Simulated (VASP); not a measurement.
Band structure of KZnF₃ (cubic perovskite). Level of theory: MS2 meta-GGA, VASP's PBE PAW potentials (set 64) (plane waves; VASP).

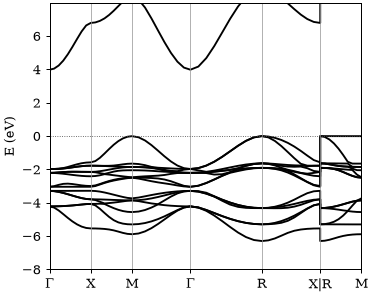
*Bands along high-symmetry lines, zero at the valence-band maximum or, without a gap, the Fermi level*

**Question.** Read the plot: is there a gap, and where are the band edges?

**Answer.** The gap is indirect, 3.98 eV, from the valence maximum at R to the conduction minimum at Γ.

The compound is KZnF3 in the cubic perovskite structure. It was relaxed first.
